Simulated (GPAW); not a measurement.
# Ga2S3 (Cc): G0W0 on several meshes in GPAW

How does the mesh move the gap of Ga2S3 (Cc)?

Main program and level: GPAW 26.7.0; LDA and many-body steps on it, plane waves.

## Step 1: The starting structure

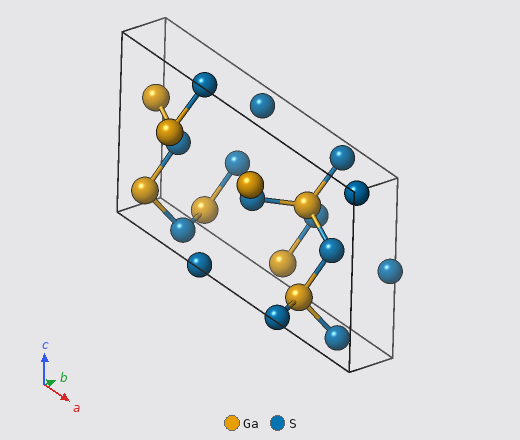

Start, viewed slightly off an axis; gallium orange, sulfur blue. This picture shows the conventional cell, with its axes. Bonds to atoms that aren't drawn are left out. Some periodic images of atoms are drawn too.

Coordinates:

```cif
data_structure
_symmetry_space_group_name_H-M 'Cc'
_symmetry_Int_Tables_number 9
_cell_length_a 11.1070
_cell_length_b 6.3950
_cell_length_c 7.0210
_cell_angle_alpha 90.000
_cell_angle_beta 121.170
_cell_angle_gamma 90.000
_cell_volume 426.70
loop_
_atom_site_label
_atom_site_type_symbol
_atom_site_symmetry_multiplicity
_atom_site_Wyckoff_symbol
_atom_site_fract_x
_atom_site_fract_y
_atom_site_fract_z
_atom_site_occupancy
Ga1 Ga 4 a 0.54213 0.90234 0.12512 1
Ga2 Ga 4 a 0.70026 0.43206 0.11559 1
S1 S 4 a 0.99500 0.08610 0.98380 1
S2 S 4 a 0.83780 0.40750 0.49990 1
S3 S 4 a 0.67410 0.08400 0.00840 1
```

The cell and positions come from the Crystallography Open Database and are kept as given unless a step says otherwise.

## Step 2: Empty states on the mesh, 4×4×2 mesh, 728 bands

This step: GPAW 26.7.0; DFT, LDA, plane waves, PAW.

The sums over transitions need many empty states on a uniform mesh; this step solves for them.

Input file run.py:

```python
import json
import numpy as np
from gpaw.mpi import world
from gpaw import GPAW

calc = GPAW('gs.gpw').fixed_density(kpts={'size': (4, 4, 2), 'gamma': True},
    parallel={'domain': 1, 'band': 1},
    txt='nscf.txt')
calc.diagonalize_full_hamiltonian(nbands=728)
calc.write('full.gpw', mode='all')
res = {}
kpts = calc.get_ibz_k_points()
res['kpts'] = kpts
res['eigenvalues'] = [calc.get_eigenvalues(kpt=k) for k in range(len(kpts))]
res['n_electrons'] = calc.get_number_of_electrons()

if world.rank == 0:
    with open('result.json', 'w') as f:
        json.dump(res, f, default=lambda x: x.tolist())
```

Run with:

```sh
> mpirun -n 8 gpaw python run.py
```

Numbers of over 12 decimals in the logs are rounded to 6 here.

The program printed:

```text
Diagonalizing LCAO Hamiltonian
Converting LCAO to pw mode
convergence criteria:
- Maximum integral of absolute [eigenst]ate change: 4e-08 eV^2 / valence electron
maximum number of iterations: 100

SCF iterations
|iter     |     time |      energy | eigst |  dens |
|iter:   1|  |             | +0.47 |       |
|iter:   2|  |             | -1.06 |       |
|iter:   3|  |             | -2.07 |       |
[...]
|iter:  17|  |             | -7.26 |       |
|iter:  18|  |             | -7.35 |       |
|iter:  19|  |             | -7.48c|       |
SCF steps: 19
  __  _  _
 | _ |_)|_||  |
 |__||  | ||/\| - 26.7.0

Input parameters:
  mode=PW(ecut=450.000000),
  convergence={'density': 1e-06, 'bands': -3},
  gpts=array([32, 32, 35]),
  kpts=MonkhorstPack(size=(4, 4, 2), gamma=True),
  maxiter=100,
  nbands=35,
  occupations=Occupations(name='fermi-dirac', width=0.001, fixmagmom=False),
  parallel={'domain': 1, 'band': 1},
  xc=XC(name='LDA')
Matrix size: 4614x4614
# Writing to full.gpw (mode='all')
  [... matrices ...]

timing:  # [seconds]
  Total: 332.908  # ━━━━━━━━━━━━━━━━━━━━━━━━━━━━━━━━━━━━━━━━━━━━━━━━━━━━━━━━━
```

Elapsed: 5.9 min, on 8 MPI ranks of Arm Neoverse V2, shared host; peak memory 17 GiB; 43 min of CPU time.

This step gave:

```yaml
gap: 1.695 eV
k_of_the_valence_top: 0, 0, 0
k_of_the_conduction_bottom: 0, 0, 0
least_direct_gap: 1.695 eV
k_points_computed: 20
lowest_point_of_the_top_converged_band_above_the_valence_top: 119.6020 eV
```

On this mesh the gap is 1.695 eV.

## Step 3: 4×4×2

Now the one-shot GW correction: screening in the RPA, then the self-energy of the levels asked for.

This step: G0W0 on LDA, plane waves, PAW.

Input file run.py:

```python
import json
import numpy as np
from gpaw.mpi import world
from gpaw.response.g0w0 import G0W0

gw = G0W0('full.gpw',
    filename='gw',
    kpts=[0],
    bands=(22, 26),
    ecut=78,
    nbands=333,
    integrate_gamma='WS',
    ppa=True)
gw.calculate()
res = {mode: {k: v for k, v in r.items() if k != 'sigma_eskwn'}
       for mode, r in gw.all_results.items()}

if world.rank == 0:
    with open('result.json', 'w') as f:
        json.dump(res, f, default=lambda x: x.tolist())
```

Run with:

```sh
> mpirun -n 8 gpaw python run.py
```

The program printed:

```text
Using integrator: PointIntegrator
FrequencyGridDescriptor(from 0.000+0.000j to 0.000+27.211j eV, 2 points)
Nonperiodic BCs:  [False False False]
Using integrator: PointIntegrator
FrequencyGridDescriptor(from 0.000+0.000j to 0.000+27.211j eV, 2 points)
Nonperiodic BCs:  [False False False]
  ___  _ _ _
 |   || | | |
 | | || | | |
 |__ ||_____|
 |___|

BZ k-points: Symmetries present (total): 1

  [... matrices ...]
32 k-points: 4 x 4 x 2 Monkhorst-Pack grid + [1/8,1/8,1/4]
20 k-points in the irreducible part of the Brillouin zone
       k-points in crystal coordinates                weights
   0:     0.00000000    0.00000000    0.00000000          1/32
   1:     0.00000000    0.00000000    0.50000000          1/32
   2:     0.00000000    0.25000000    0.00000000          2/32
   3:     0.00000000    0.25000000    0.50000000          2/32
   4:     0.00000000    0.50000000    0.00000000          1/32
   5:     0.00000000    0.50000000    0.50000000          1/32
   6:     0.25000000   -0.25000000    0.00000000          2/32
   7:     0.25000000   -0.25000000    0.50000000          2/32
   8:     0.25000000    0.00000000    0.00000000          2/32
   9:     0.25000000    0.00000000    0.50000000          2/32
          ...
  19:     0.50000000    0.50000000    0.50000000          1/32

Distributing spins, k-points and bands (1 x 1 x 4) over 8 processes
Number of blocks: 1

Quasi particle states:
k-points (IBZ indices): [0]
Band range: (22, 26)
  [... matrices ...]
Computational parameters:
Plane wave cut-off: 78 eV
Number of bands: 333
Coulomb cutoff: None
Broadening: 0.1 eV

fxc modes: GW
Kernel: RPA
Using Godby-Needs plasmon-pole approximation:
  Fitting energy: i*E0, E0 = 1.000 Hartree
Summing all q:

Calculating screened Coulomb potential
No Coulomb truncation
FrequencyGridDescriptor(from 0.000+0.000j to 0.000+27.211j eV, 2 points)
Removing empty qpoint cache files...

Calculating chi0 body with:
    Ground state adapter containing:
    Number of spins: 1
    Number of kpoints: 32
    Number of irreducible kpoints: 20
    Number of completely occupied states: 24
    Number of partially occupied states: 24
    Occupied states memory: 13.125 M / cpu

    Linear response parametrization:
    q_c: [0.0, 0.0, 0.0]
    Number of frequency points: 2
    Planewave cutoff: 78.0
    Number of bands: 333
    Number of planewaves: 327
    Broadening (eta): 1e-06
    comm.size: 8
    kncomm.size: 8
    blockcomm.size: 1

    Memory estimate of potentially large arrays:
        chi0_wGG: 3.263214 M / cpu
Integrating chi0 body.

Symmetries of q_c:
    Direct symmetries (Uq -> q): 1
    Indirect symmetries (TUq -> q): 1
In total 2 allowed symmetries.

  [... matrices ...]
20 groups of equivalent kpoints. 37.5% reduction.

Integral kind: response function
Integrating chi0 head and wings.

Symmetries of q_c:
    Direct symmetries (Uq -> q): 1
    Indirect symmetries (TUq -> q): 1
In total 2 allowed symmetries.

  [... matrices ...]
20 groups of equivalent kpoints. 37.5% reduction.

Integral kind: response function wings

Calculating chi0 body with:
    Ground state adapter containing:
    Number of spins: 1
    Number of kpoints: 32
    Number of irreducible kpoints: 20
    Number of completely occupied states: 24
    Number of partially occupied states: 24
    Occupied states memory: 13.125 M / cpu

    Linear response parametrization:
[... the further q-points ...]

Results:
f:      Occupation numbers
eps:     KS-eigenvalues [eV]
vxc:     KS vxc [eV]
exx:     Exact exchange [eV]
sigma:   Self-energies [eV]
dsigma:  Self-energy derivatives
Z:       Renormalization factors
qp:      QP-energies [eV]

k-point 0 (0): (0.000, 0.000, 0.000)                GW
band       f     eps     vxc     exx   sigma  dsigma       Z      qp
                                                                   GW
  22   1.000   3.353 -15.852 -18.437   2.048  -0.288   0.776   2.936
  23   1.000   3.888 -15.569 -18.304   2.163  -0.291   0.775   3.445
  24   0.000   5.583 -15.075 -10.464  -3.205  -0.247   0.802   6.711
  25   0.000   6.113 -14.390  -9.709  -3.277  -0.247   0.802   7.238
```

It took 5.8 min on 8 MPI ranks; peak memory 4.4 GiB; 43 min of CPU time.

Numbers from this step:

| Property | Result |
| --- | --- |
| G0W0 gap on the points computed | 3.266 eV |
| least direct G0W0 gap on the computed points | 3.266 eV |
| Z at the valence top | 0.7748 |
| Z at the conduction bottom | 0.8022 |
| starting gap on the mesh | 1.695 eV |
| k of the valence top | 0, 0, 0 |
| k of the conduction bottom | 0, 0, 0 |

The gap on the mesh goes from 1.69 eV to 3.27 eV, a correction of +1.57 eV.

## Step 4: Empty states on the mesh, 2×2×2 mesh, 343 bands

This step: DFT, LDA, plane waves, PAW.

Input file run.py:

```python
import json
import numpy as np
from gpaw.mpi import world
from gpaw import GPAW

calc = GPAW('gs.gpw').fixed_density(kpts={'size': (2, 2, 2), 'gamma': True},
    parallel={'domain': 1, 'band': 1},
    txt='nscf.txt')
calc.diagonalize_full_hamiltonian(nbands=343)
calc.write('full.gpw', mode='all')
res = {}
kpts = calc.get_ibz_k_points()
res['kpts'] = kpts
res['eigenvalues'] = [calc.get_eigenvalues(kpt=k) for k in range(len(kpts))]
res['n_electrons'] = calc.get_number_of_electrons()

if world.rank == 0:
    with open('result.json', 'w') as f:
        json.dump(res, f, default=lambda x: x.tolist())
```

Run with:

```sh
> mpirun -n 8 gpaw python run.py
```

The program printed:

```text
Diagonalizing LCAO Hamiltonian
Converting LCAO to pw mode
convergence criteria:
- Maximum integral of absolute [eigenst]ate change: 4e-08 eV^2 / valence electron
maximum number of iterations: 100

SCF iterations
|iter     |     time |      energy | eigst |  dens |
|iter:   1|  |             | +0.47 |       |
|iter:   2|  |             | -1.06 |       |
|iter:   3|  |             | -2.07 |       |
[...]
|iter:  21|  |             | -7.24 |       |
|iter:  22|  |             | -7.39 |       |
|iter:  23|  |             | -7.60c|       |
SCF steps: 23
  __  _  _
 | _ |_)|_||  |
 |__||  | ||/\| - 26.7.0

Input parameters:
  mode=PW(ecut=450.000000),
  convergence={'density': 1e-06, 'bands': -3},
  gpts=array([32, 32, 35]),
  kpts=MonkhorstPack(size=(2, 2, 2), gamma=True),
  maxiter=100,
  nbands=35,
  occupations=Occupations(name='fermi-dirac', width=0.001, fixmagmom=False),
  parallel={'domain': 1, 'band': 1},
  xc=XC(name='LDA')
Matrix size: 4597x4597
# Writing to full.gpw (mode='all')
  [... matrices ...]

timing:  # [seconds]
  Total: 124.963  # ━━━━━━━━━━━━━━━━━━━━━━━━━━━━━━━━━━━━━━━━━━━━━━━━━━━━━━━━━
```

Run time: 2.2 min. Hardware: 8 MPI ranks; peak memory 12 GiB; 15 min of CPU time.

This step gave:

```yaml
gap: 1.695 eV
k_of_the_valence_top: 0, 0, 0
k_of_the_conduction_bottom: 0, 0, 0
least_direct_gap: 1.695 eV
k_points_computed: 8
lowest_point_of_the_top_converged_band_above_the_valence_top: 66.8844 eV
```

On this mesh the gap is 1.695 eV.

## Step 5: 2×2×2

This step: G0W0 on LDA, plane waves, PAW.

Input file run.py:

```python
import json
import numpy as np
from gpaw.mpi import world
from gpaw.response.g0w0 import G0W0

gw = G0W0('full.gpw',
    filename='gw',
    kpts=[0],
    bands=(22, 26),
    ecut=78,
    nbands=333,
    integrate_gamma='WS',
    ppa=True)
gw.calculate()
res = {mode: {k: v for k, v in r.items() if k != 'sigma_eskwn'}
       for mode, r in gw.all_results.items()}

if world.rank == 0:
    with open('result.json', 'w') as f:
        json.dump(res, f, default=lambda x: x.tolist())
```

Run with:

```sh
> mpirun -n 8 gpaw python run.py
```

The program printed:

```text
Using integrator: PointIntegrator
FrequencyGridDescriptor(from 0.000+0.000j to 0.000+27.211j eV, 2 points)
Nonperiodic BCs:  [False False False]
Using integrator: PointIntegrator
FrequencyGridDescriptor(from 0.000+0.000j to 0.000+27.211j eV, 2 points)
Nonperiodic BCs:  [False False False]
  ___  _ _ _
 |   || | | |
 | | || | | |
 |__ ||_____|
 |___|

BZ k-points: Symmetries present (total): 1

  [... matrices ...]
8 k-points: 2 x 2 x 2 Monkhorst-Pack grid + [1/4,1/4,1/4]
8 k-points in the irreducible part of the Brillouin zone
       k-points in crystal coordinates                weights
   0:     0.00000000    0.00000000    0.00000000          1/8
   1:     0.00000000    0.00000000    0.50000000          1/8
   2:     0.00000000    0.50000000    0.00000000          1/8
[...]
6:     0.50000000    0.50000000    0.00000000          1/8
   7:     0.50000000    0.50000000    0.50000000          1/8

Distributing spins, k-points and bands (1 x 1 x 4) over 8 processes
Number of blocks: 1

Quasi particle states:
k-points (IBZ indices): [0]
Band range: (22, 26)
  [... matrices ...]
Computational parameters:
Plane wave cut-off: 78 eV
Number of bands: 333
Coulomb cutoff: None
Broadening: 0.1 eV

fxc modes: GW
Kernel: RPA
Using Godby-Needs plasmon-pole approximation:
  Fitting energy: i*E0, E0 = 1.000 Hartree
Summing all q:

Calculating screened Coulomb potential
No Coulomb truncation
FrequencyGridDescriptor(from 0.000+0.000j to 0.000+27.211j eV, 2 points)
Removing empty qpoint cache files...

Calculating chi0 body with:
    Ground state adapter containing:
    Number of spins: 1
    Number of kpoints: 8
    Number of irreducible kpoints: 8
    Number of completely occupied states: 24
    Number of partially occupied states: 24
    Occupied states memory: 13.125 M / cpu

    Linear response parametrization:
    q_c: [0.0, 0.0, 0.0]
    Number of frequency points: 2
    Planewave cutoff: 78.0
    Number of bands: 333
    Number of planewaves: 327
    Broadening (eta): 1e-06
    comm.size: 8
    kncomm.size: 8
    blockcomm.size: 1

    Memory estimate of potentially large arrays:
        chi0_wGG: 3.263214 M / cpu
Integrating chi0 body.

Symmetries of q_c:
    Direct symmetries (Uq -> q): 1
    Indirect symmetries (TUq -> q): 1
In total 2 allowed symmetries.

  [... matrices ...]
8 groups of equivalent kpoints. 0.0% reduction.

Integral kind: response function
Integrating chi0 head and wings.

Symmetries of q_c:
    Direct symmetries (Uq -> q): 1
    Indirect symmetries (TUq -> q): 1
In total 2 allowed symmetries.

  [... matrices ...]
8 groups of equivalent kpoints. 0.0% reduction.

Integral kind: response function wings

Calculating chi0 body with:
    Ground state adapter containing:
    Number of spins: 1
    Number of kpoints: 8
    Number of irreducible kpoints: 8
    Number of completely occupied states: 24
    Number of partially occupied states: 24
    Occupied states memory: 13.125 M / cpu

    Linear response parametrization:
    q_c: [0.0, 0.0, 0.5]
[... the further q-points ...]

Results:
f:      Occupation numbers
eps:     KS-eigenvalues [eV]
vxc:     KS vxc [eV]
exx:     Exact exchange [eV]
sigma:   Self-energies [eV]
dsigma:  Self-energy derivatives
Z:       Renormalization factors
qp:      QP-energies [eV]

k-point 0 (0): (0.000, 0.000, 0.000)                GW
band       f     eps     vxc     exx   sigma  dsigma       Z      qp
                                                                   GW
  22   1.000   3.353 -15.852 -18.523   2.144  -0.291   0.775   2.944
  23   1.000   3.888 -15.569 -18.336   2.217  -0.293   0.773   3.463
  24   0.000   5.583 -15.075 -10.283  -3.386  -0.251   0.799   6.707
  25   0.000   6.113 -14.390  -9.578  -3.415  -0.251   0.800   7.230
```

It took 51 s on 8 MPI ranks; peak memory 4.3 GiB.

This step gave:

- G0W0 gap on the points computed: 3.244 eV
- least direct G0W0 gap on the computed points: 3.244 eV
- Z at the valence top: 0.7734
- Z at the conduction bottom: 0.7994
- starting gap on the mesh: 1.695 eV
- k of the valence top: 0, 0, 0
- k of the conduction bottom: 0, 0, 0

Against G0W0 in GPAW (4×4×2 mesh, 333 bands, screening to 78 eV, Godby-Needs plasmon pole), the gap moves by −0.022 eV.

## Step 6: The runs together

Times are wall times on 8 MPI ranks of Arm Neoverse V2, shared host. The host was busy with other work, so they are no guide to cost.

| run | mesh | bands | screening cutoff (eV) | DFT gap (eV) | gap on the mesh (eV) | direct (eV) | time |
| --- | --- | --- | --- | --- | --- | --- | --- |
| 4×4×2 | 4×4×2 | 333 | 78 | 1.695 | 3.266 | 3.266 | 5.8 min |
| 2×2×2 | 2×2×2 | 333 | 78 | 1.695 | 3.244 | 3.244 | 51 s |

## Step 7: Summary of results

```json
{
  "4×4×2": "3.266 eV",
  "2×2×2": "3.244 eV",
  "known limits": "not at the basis limit; no spin-orbit coupling; coarse k mesh"
}
```

2×2×2: −0.022 eV against 4×4×2. Bands and cutoff are finite, so the gap is not at the basis limit. The miss can reach some tenths of an eV and take either sign; the mesh is an error of its own. These stock PAW sets were not made for GW; the filled d or f shell of Ga lies in the frozen core, which bears on start and correction. In the G0W0 runs levels were corrected at 1 k point alone, so a gap called «on the mesh» is the least over those, and an edge elsewhere would be missed. The 4×4×2 mesh is coarse for this cell, which bears on the long-range parts of exchange and screening. The many-body steps are scalar-relativistic: spin-orbit coupling is not in them.

[Paths, hosts, dates, memory and timing lines, banners, echoed tables and standing remarks are left out of the program output.]

[Logs are printed without paths, hosts, clocks, repeated set-up lines and the standing remarks that a program may print on its own settings, such as how far it seeks lower states.]

[Runs of the session that timed out or met a known fault of the program may be left out.]

[Hosts, paths, dates, database ids (printed as entryN), source tags and the programs' standing remarks are cut or masked in the printed files.]
